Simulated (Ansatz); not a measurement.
## Run report: MoNH$_{2}$F$_{6}$, geometry relaxation (part 1 of 2)

- system: MoNH$_{2}$F$_{6}$, multiplicity 2
- method: UKS PBE/def2-SVP (Ansatz 0.2.0)

The input holds or restrains some coordinates. Forces given for the steps count only the free coordinates. It belongs to a series of runs on one base structure; here: pulled along the bonds that form and break, towards end A. Figures and captions count atoms from 1; the log counts them from 0 in places.

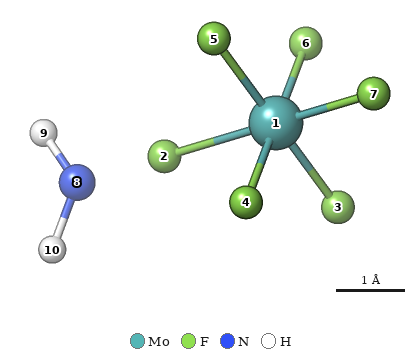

The input geometry (ball-and-stick view, seen at a tilt; atoms are numbered from 1 in the order of the input). Sticks mark near contacts. Bond lengths as drawn: F–Mo 1.77 to 2.02 Å and H–N 1.06 Å.

### Input
```yaml
crystal:
  periodic: [false, false, false]
  atoms:
    - { symbol: Mo, position_ang: [0.0, 0.0, 0.0] }
    - { symbol: F, position_ang: [0.0, 0.0, 2.02] }
    - { symbol: F, position_ang: [1.77, 0.0, 0.0] }
    - { symbol: F, position_ang: [0.0, 1.77, 0.0] }
    - { symbol: F, position_ang: [-1.77, 0.0, 0.0] }
    - { symbol: F, position_ang: [0.0, -1.77, 0.0] }
    - { symbol: F, position_ang: [0.0, 0.0, -1.77] }
    - { symbol: "N", position_ang: [0.0, 0.0, 3.6] }
    - { symbol: H, position_ang: [-0.496, -0.7725, 4.13] }
    - { symbol: H, position_ang: [0.496, 0.7725, 4.13] }
magnetization:
  spin_polarized: true
  initial_magnetization: 1
basis:
  gaussian: { orbitals: def2-SVP }
hamiltonian:
  xc: pbe
relax:
  f_tol: 0.15
  max_steps: 25
  restrain:
    - { distance: [1, 7], at: 2.48, k: 30.0 }
    - { distance: [0, 1], at: 1.77, k: 30.0 }
```

Hardware: 4 threads of AMD EPYC (Zen 3), 24 GiB of memory available, shared host.

Run as:
```bash
ansatz run input.yaml --threads 4 --pin off --max-ram 5120MiB --backend cpu --events-out ev --progress --plain --runs-dir out
```

### What the program printed
```
The last accepted step is kept in [file] (removed where the run ends without a failure and the disk answers)
Engine: ansatz 0.2.0, x86_64-unknown-linux-gnu
Functional definition: PBE
  parameter kappa = 0.804
  parameter beta = 0.06672455060314922
  exchange = pbe_x(kappa = kappa, mu = beta*pi^2/3)
  correlation = pbe_c(beta = beta)
1479 factors; their error is unknown
mean field evaluation 1: about -19632.2393 eV, gradient 6.9e1 eV
mean field evaluation 2: about -19238.7546 eV, gradient 2.3e2 eV
mean field evaluation 4: about -19584.9360 eV, gradient 8.9e1 eV
mean field evaluation 8: about -19633.0844 eV, gradient 5.6e1 eV
mean field evaluation 16: about -19650.7907 eV, gradient 1.2e-1 eV
mean field evaluation 32: about -19650.8757 eV, gradient 2.4e-5 eV
mean field evaluation 64: about -19650.7744 eV, gradient 6.5e-1 eV
mean field evaluation 96: about -19650.7909 eV, gradient 1.7e-2 eV
mean field evaluation 128: about -19650.5329 eV, gradient 6.7e0 eV
mean field evaluation 160: about -19650.3780 eV, gradient 7.9e0 eV
mean field evaluation 192: about -19650.8698 eV, gradient 6.9e-1 eV
mean field evaluation 224: about -19649.4395 eV, gradient 4.6e0 eV
mean field -19650.87571320 eV, -722.1563626181 hartree, gradient 2.3e-6 eV, S^2 0.756021; 16 other end points of the search recorded, 0 dependent functions left out
the calculation of the forces begins
reference -19650.87578916 eV, -722.1563654095 hartree; 39, 38 occupied and 100, 101 virtual orbitals, 1479 factors
WARN: the results are in doubt because the forces break the atoms' symmetry
relax step   1: F+E_penalty+E_count = -19650.87571320 eV  Δ(F+E_penalty+E_count) = +0.000e0 eV  max|allowed force component| = 4.121e0 eV/Å  E_restraint = 13.08750000 eV  max|allowed force component, restraints' pulls added| = 3.533e1 eV/Å  Δτ_max = 0.0000 Å  (1084 SCF iters, accepted)
  distance F 1 - N 7 = 1.5800 Å
  distance Mo 0 - F 1 = 2.0200 Å
these checks for a lower state are left out or cut short: starts, cluster_reference, orbital_swaps, neighbouring_geometries, increment
1479 factors; their error is unknown
mean field evaluation 256: about -19652.5539 eV, gradient 2.3e-2 eV
mean field -19652.49091111 eV, -722.2157200464 hartree, gradient 4.7e-6 eV, S^2 0.937713; 1 other end points of the search recorded, 0 dependent functions left out
[... from here on the field's lines of each further geometry are left out, up to the last ...]
relax step   2: F+E_penalty+E_count = -19652.49091111 eV  Δ(F+E_penalty+E_count) = -1.615e0 eV  max|allowed force component| = 1.720e0 eV/Å  E_restraint = 4.63891264 eV  max|allowed force component, restraints' pulls added| = 1.922e1 eV/Å  Δτ_max = 0.1948 Å  (115 SCF iters, accepted)
relax step   3: F+E_penalty+E_count = -19652.52643462 eV  Δ(F+E_penalty+E_count) = -3.552e-2 eV  max|allowed force component| = 3.724e0 eV/Å  E_restraint = 0.56738502 eV  max|allowed force component, restraints' pulls added| = 3.994e0 eV/Å  Δτ_max = 0.1907 Å  (237 SCF iters, accepted)
relax step   4: F+E_penalty+E_count = -19653.02727918 eV  Δ(F+E_penalty+E_count) = -5.008e-1 eV  max|allowed force component| = 2.575e0 eV/Å  E_restraint = 0.01041034 eV  max|allowed force component, restraints' pulls added| = 2.352e0 eV/Å  Δτ_max = 0.1943 Å  (83 SCF iters, accepted)
relax step   5: F+E_penalty+E_count = -19653.57456661 eV  Δ(F+E_penalty+E_count) = -5.473e-1 eV  max|allowed force component| = 2.653e0 eV/Å  E_restraint = 0.00836981 eV  max|allowed force component, restraints' pulls added| = 2.653e0 eV/Å  Δτ_max = 0.1946 Å  (58 SCF iters, accepted)
relax step   6: F+E_penalty+E_count = -19653.94416393 eV  Δ(F+E_penalty+E_count) = -3.696e-1 eV  max|allowed force component| = 1.176e0 eV/Å  E_restraint = 0.02805816 eV  max|allowed force component, restraints' pulls added| = 1.176e0 eV/Å  Δτ_max = 0.2000 Å  (47 SCF iters, accepted)
relax step   7: F+E_penalty+E_count = -19654.06534592 eV  Δ(F+E_penalty+E_count) = -1.212e-1 eV  max|allowed force component| = 1.163e0 eV/Å  E_restraint = 0.08688817 eV  max|allowed force component, restraints' pulls added| = 1.249e0 eV/Å  Δτ_max = 0.1946 Å  (45 SCF iters, accepted)
relax step   8: F+E_penalty+E_count = -19654.07022311 eV  Δ(F+E_penalty+E_count) = -4.877e-3 eV  max|allowed force component| = 1.191e0 eV/Å  E_restraint = 0.06370535 eV  max|allowed force component, restraints' pulls added| = 9.744e-1 eV/Å  Δτ_max = 0.0616 Å  (40 SCF iters, accepted)
relax step   9: F+E_penalty+E_count = -19654.08116272 eV  Δ(F+E_penalty+E_count) = -1.094e-2 eV  max|allowed force component| = 1.145e0 eV/Å  E_restraint = 0.03479047 eV  max|allowed force component, restraints' pulls added| = 4.094e-1 eV/Å  Δτ_max = 0.1314 Å  (38 SCF iters, accepted)
relax step  10: F+E_penalty+E_count = -19654.08945251 eV  Δ(F+E_penalty+E_count) = -8.290e-3 eV  max|allowed force component| = 1.098e0 eV/Å  E_restraint = 0.02591086 eV  max|allowed force component, restraints' pulls added| = 2.764e-1 eV/Å  Δτ_max = 0.1065 Å  (39 SCF iters, accepted)
relax step  11: F+E_penalty+E_count = -19654.09221184 eV  Δ(F+E_penalty+E_count) = -2.759e-3 eV  max|allowed force component| = 1.088e0 eV/Å  E_restraint = 0.02552270 eV  max|allowed force component, restraints' pulls added| = 2.433e-1 eV/Å  Δτ_max = 0.0303 Å  (38 SCF iters, accepted)
relax step  12: F+E_penalty+E_count = -19654.12066046 eV  Δ(F+E_penalty+E_count) = -2.845e-2 eV  max|allowed force component| = 9.917e-1 eV/Å  E_restraint = 0.04566791 eV  max|allowed force component, restraints' pulls added| = 9.043e-1 eV/Å  Δτ_max = 0.1955 Å  (44 SCF iters, accepted)
relax step  13: F+E_penalty+E_count = -19654.11713015 eV  Δ(F+E_penalty+E_count) = +3.530e-3 eV  max|allowed force component| = 9.924e-1 eV/Å  E_restraint = 0.02807497 eV  max|allowed force component, restraints' pulls added| = 1.917e-1 eV/Å  Δτ_max = 0.0689 Å  (40 SCF iters, accepted)
relax step  14: F+E_penalty+E_count = -19654.12061317 eV  Δ(F+E_penalty+E_count) = -3.483e-3 eV  max|allowed force component| = 1.020e0 eV/Å  E_restraint = 0.02442636 eV  max|allowed force component, restraints' pulls added| = 9.165e-2 eV/Å  Δτ_max = 0.0995 Å  (40 SCF iters, accepted)
relax step  15: F+E_penalty+E_count = -19654.12489758 eV  Δ(F+E_penalty+E_count) = -4.284e-3 eV  max|allowed force component| = 1.021e0 eV/Å  E_restraint = 0.03348642 eV  max|allowed force component, restraints' pulls added| = 6.205e-1 eV/Å  Δτ_max = 0.1976 Å  (44 SCF iters, rejected (line search))
relax step  16: F+E_penalty+E_count = -19654.12135700 eV  Δ(F+E_penalty+E_count) = -7.438e-4 eV  max|allowed force component| = 1.155e0 eV/Å  E_restraint = 0.02342341 eV  max|allowed force component, restraints' pulls added| = 3.389e-1 eV/Å  Δτ_max = 0.0957 Å  (39 SCF iters, accepted)
the calculation of the forces begins
reference -19654.12432413 eV, -722.2757468679 hartree; 39, 38 occupied and 100, 101 virtual orbitals, 1479 factors
relax step  17: F+E_penalty+E_count = -19654.12424828 eV  Δ(F+E_penalty+E_count) = -2.891e-3 eV  max|allowed force component| = 1.097e0 eV/Å  E_restraint = 0.02398245 eV  max|allowed force component, restraints' pulls added| = 1.011e-2 eV/Å  Δτ_max = 0.0254 Å  (40 SCF iters, accepted)
  distance F 1 - N 7 = 2.4867 Å
  distance Mo 0 - F 1 = 1.8094 Å
1479 factors; their error is unknown
mean field evaluation 448: about -19615.4453 eV, gradient 5.4e1 eV
```

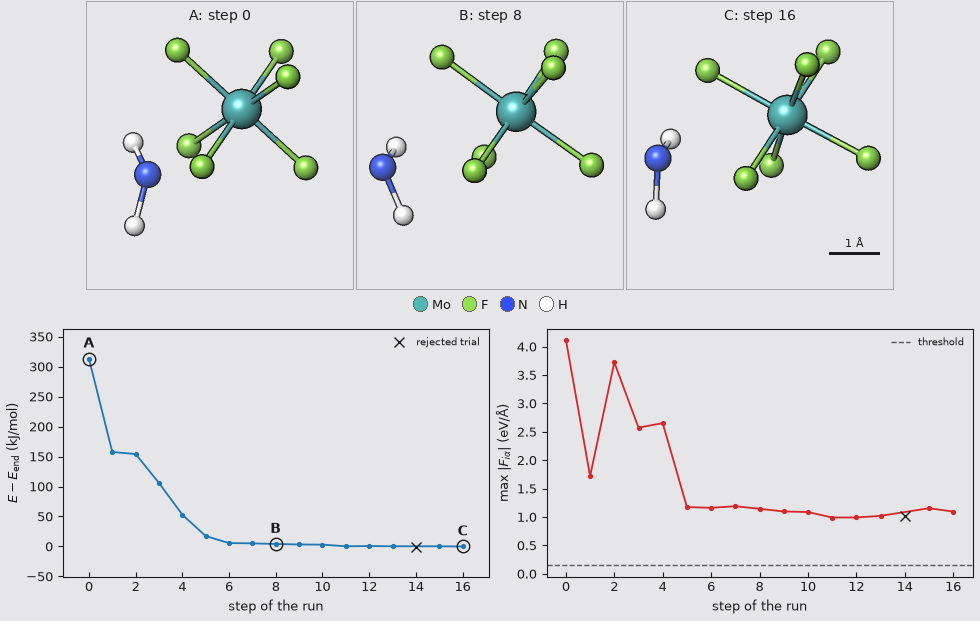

Frames of the restrained relaxation (ball-and-stick view, seen at a tilt) above the curves, on which the letters mark them (the first geometry is step 0 here and step 1 in the log).

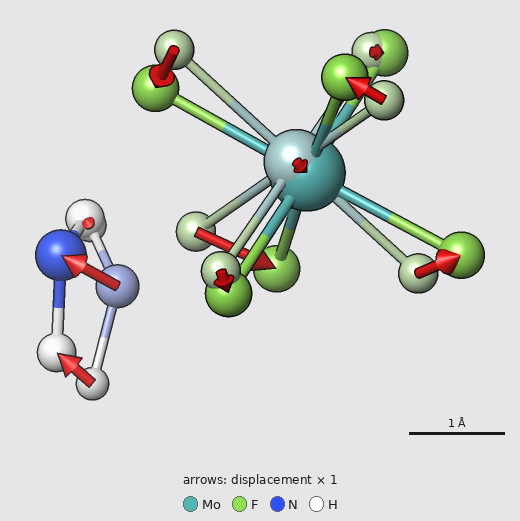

Start (faint) and end (solid) with the displacements as red arrows, at true length (ball-and-stick view, seen at a tilt). The two geometries are laid on each other by the best rigid fit. The energy falls by 313.4 kJ/mol in 16 geometry steps. The largest force component goes from 4.1 to 1.1 eV/Å. The line search rejected the trial step at point 14 (counted from 0) and went back. The atom that moves furthest after the best rigid fit is F2 (0.94 Å). Largest moves by element: F 0.94 Å, N 0.71 Å, H 0.50 Å, Mo 0.19 Å. Distances before and after: Mo1–F2 2.020 → 1.809 Å, Mo1–F3 1.770 → 1.851 Å, Mo1–F4 1.770 → 1.844 Å, N8–H10 1.060 → 1.045 Å. Among the angles that change: H9–N8–H10 120.0° → 101.2°, F2–Mo1–F7 180.0° → 177.8°. (Atoms are counted from 1 in the order of the input.)

```
mean field -19654.12424828 eV, -722.2757440803 hartree, gradient 2.6e-5 eV, S^2 0.753355; 4 other end points of the search recorded, 0 dependent functions left out
the calculation of the forces begins
reference -19654.12432413 eV, -722.2757468679 hartree; 39, 38 occupied and 100, 101 virtual orbitals, 1479 factors
Total energy: -19654.12432413 eV, -722.2757468679 hartree
Atom 0 at     0.201799    -0.028806     0.050779 Å, force    -0.441939     0.041339    -1.096948 eV/Å
Atom 1 at     0.867234    -0.099916     1.731899 Å, force     0.569629    -0.070781     0.956181 eV/Å
Atom 2 at     1.927506    -0.026175    -0.617587 Å, force    -0.000328    -0.000648    -0.001919 eV/Å
Atom 3 at     0.220841     1.814084     0.121904 Å, force     0.002103     0.002733     0.000636 eV/Å
Atom 4 at    -1.529074    -0.036363     0.668069 Å, force     0.000297    -0.000955    -0.002651 eV/Å
Atom 5 at     0.179781    -1.875298     0.003515 Å, force     0.001882     0.000686    -0.000374 eV/Å
Atom 6 at    -0.413111     0.028002    -1.691380 Å, force    -0.002055     0.002235    -0.002198 eV/Å
Atom 7 at    -0.740128     0.192893     3.606503 Å, force    -0.132485     0.021605     0.145015 eV/Å
Atom 8 at    -0.636584    -0.740439     4.065582 Å, force     0.005078     0.010111    -0.000501 eV/Å
Atom 9 at    -0.078263     0.772018     4.170715 Å, force    -0.002182    -0.006325     0.002759 eV/Å
Dipole moment:     0.145208    -0.078065     0.526229 e Å
```

### Trajectory as extended XYZ (Å, eV, eV/Å), 17 frames, from step=1 to step=17
```
10
Properties=species:S:1:pos:R:3:forces:R:3 step=1 energy=-19650.87571
Mo    0.0000    0.0000    0.0000   -1.0567  -1.2327   1.2388
F     0.0000    0.0000    2.0200    0.9003   1.0767  -0.8303
F     1.7700    0.0000    0.0000    3.6365  -0.1459   0.2719
F     0.0000    1.7700    0.0000   -0.1413   3.6970   0.2911
F    -1.7700    0.0000    0.0000   -3.5221   0.0751   0.3531
F     0.0000   -1.7700    0.0000    0.0801  -3.5632   0.3855
F     0.0000    0.0000   -1.7700    0.4558   0.5322  -3.0673
N     0.0000    0.0000    3.6000   -0.3749  -0.4800   4.1214
H    -0.4960   -0.7725    4.1300    0.4974   0.7785  -1.2790
H     0.4960    0.7725    4.1300   -0.4752  -0.7377  -1.4852
10
Properties=species:S:1:pos:R:3:forces:R:3 step=2 energy=-19652.49091
Mo   -0.0118   -0.0137   -0.0232    0.3158   0.4326   0.3292
F     0.0288    0.0334    1.8303    0.0598  -0.0386  -0.2049
F     1.8131   -0.0085    0.0034    1.1355   0.0506  -0.0221
F    -0.0079    1.8126    0.0043    0.0537   0.9533   0.0067
F    -1.8274   -0.0008    0.0050   -1.3606  -0.1352   0.0224
F    -0.0001   -1.8294    0.0060   -0.1298  -1.2183   0.0585
F     0.0148    0.0173   -1.8280   -0.0011  -0.0248  -1.5842
N    -0.0050   -0.0040    3.7599   -0.1262   0.1606   1.7202
H    -0.5065   -0.7887    4.1773    0.0523  -0.0495  -0.1323
H     0.5020    0.7819    4.1750    0.0006  -0.1306  -0.1936
```
